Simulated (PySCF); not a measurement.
# C$_{4}$H$_{12}$N$_{2}$OSi: what the fields show

Input

```
{"job": {"kind": "nmr", "xc": "PBE0", "basis": "pcSseg-1"}, "charge": 0, "multiplicity": 1}
C      2.717790    -0.026175    -0.926554
C      1.520981    -0.872848    -0.567194
O      1.600299    -2.065680    -0.328068
N      0.306723    -0.252807    -0.516185
Si    -1.104061    -1.259283    -0.096129
N     -2.525761    -0.274063    -0.095348
C     -3.287793    -0.017481    -1.289487
C     -2.895430     0.534939     1.036816
H      2.600808     0.396360    -1.936650
H      2.827167     0.813623    -0.223038
H      3.618884    -0.648506    -0.895742
H      0.243135     0.737478    -0.720782
H     -0.909964    -1.797518     1.276665
H     -1.277379    -2.311296    -1.132339
H     -3.002342    -0.716026    -2.090391
H     -3.146186     1.012043    -1.677896
H     -4.371789    -0.147259    -1.107909
H     -3.968956     0.418304     1.279534
H     -2.322338     0.240404     1.929034
H     -2.717303     1.617202     0.869244
```

Run with:

```sh
OMP_NUM_THREADS=1 python probes_run.py task.json out
```

Geometry: PBE0-D3(BJ)/def2-SVP.

Theory: PBE0/pcSseg-1, SCF density, gas phase, non-relativistic (PySCF 2.14.0).

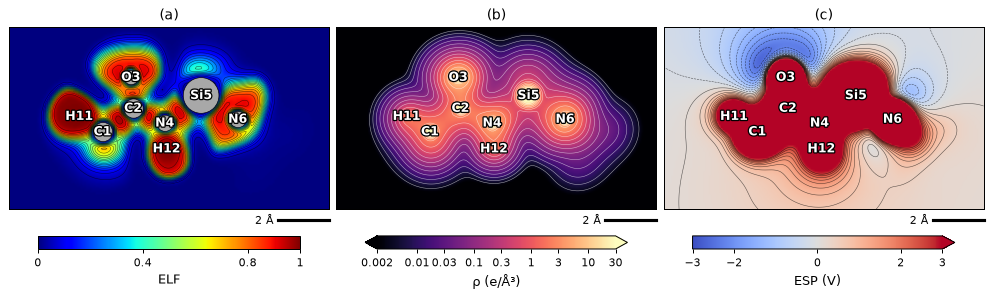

Figure 1. (a) electron localisation function; (b) electron density; (c) molecular electrostatic potential on the plane of atoms C2, N4 and H12. Grey discs cover the atomic cores in the ELF map.

### Describe what can be read from this map.

Atoms in the plane: C, O, N, Si and H.
C–O (1.22 Å): ρ is about 3.2 e/Å³ halfway; the ELF peaks at about 0.85 between the atoms: a short, multiple covalent bond.
C–N (1.36 Å): ρ is about 2.3 e/Å³ halfway; the ELF peaks at about 0.90 between the atoms (localised, covalent bonding).
C–C (1.51 Å): ρ is about 1.7 e/Å³ halfway; the ELF peaks at about 0.95 between the atoms (localised, covalent bonding).
Si–N (1.73 Å): ρ is about 1.1 e/Å³ halfway; the ELF peaks at about 0.90 between the atoms: a shared but strongly polarised pair.
N–H (1.01 Å): ρ at the midpoint is about 2.8 e/Å³; the ELF climbs to about 1 towards the hydrogen, as it does in any bond to H; an ordinary covalent bond to hydrogen.
The ELF also peaks beside N6 and O3, away from the bonds: lone-pair regions.
Outside the dense part of the molecule the potential is most negative (−2.6 V) near O3.

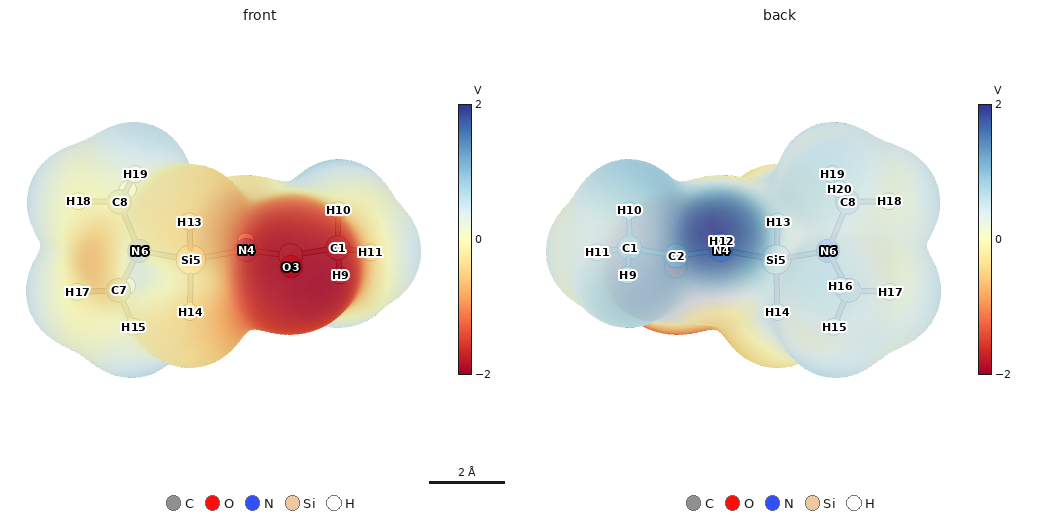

Figure 2. The molecular electrostatic potential painted on the density surface at 0.001 e/bohr³, seen from the front and from behind; red is negative and blue positive.

### Which sites attract a positive test charge, and which a negative one?

A positive charge is drawn to the negative regions and a negative charge to the positive ones. The most negative region (about −1.9 V, or −44 kcal/mol for a unit charge) lies over O3, the most positive (about +1.7 V, or +39 kcal/mol for a unit charge) over H12. O3 is the likeliest acceptor of a hydrogen bond.

### How polar is the molecule by this calculation?

Its dipole moment is 4.30 D.
